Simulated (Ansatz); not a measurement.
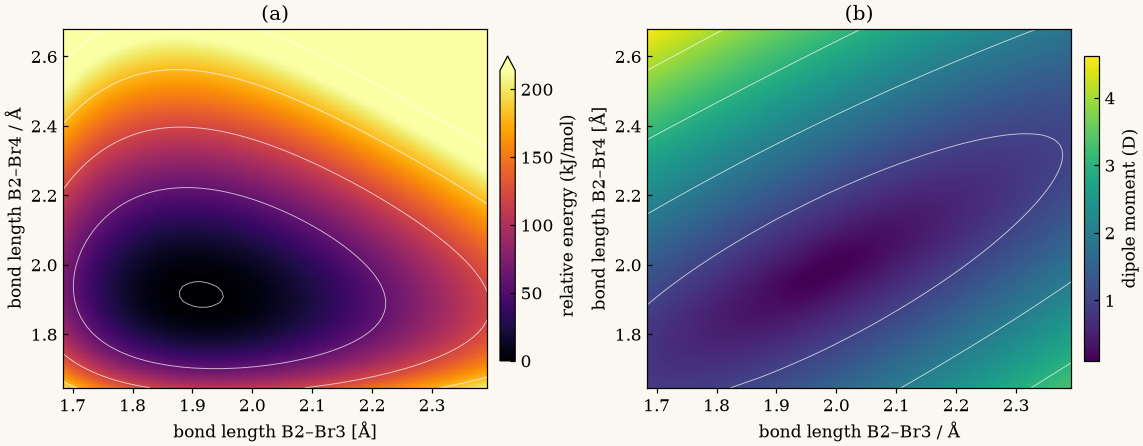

BBr2F, SMILES FB(Br)Br. Coordinates scanned: (1) bond length B2–Br3; (2) bond length B2–Br4. Nothing is relaxed (all other coordinates rigid). The scan uses a 15 × 15 grid. Energies: kJ/mol, counted from the lowest grid point. These are results of RHF/def2-TZVP (Ansatz 0.2.0), not measurements.

Panel (a) is the energy and panel (b) the computed dipole moment on the same grid.

In the figure: a smooth colour map with a few white contour lines, one colour for all values above the top of the scale. Between grid points the surface is interpolated.

How does the dipole moment vary over the map, and what is it at the lowest grid point?

Leaving out the highest fifth of the energies, it runs from 0.12 D at bond length B2–Br3 = 1.937 Å, bond length B2–Br4 = 1.941 Å to 3.61 D at bond length B2–Br3 = 1.735 Å, bond length B2–Br4 = 2.531 Å. At the lowest grid point, bond length B2–Br3 = 1.886 Å, bond length B2–Br4 = 1.941 Å, it is 0.30 D.
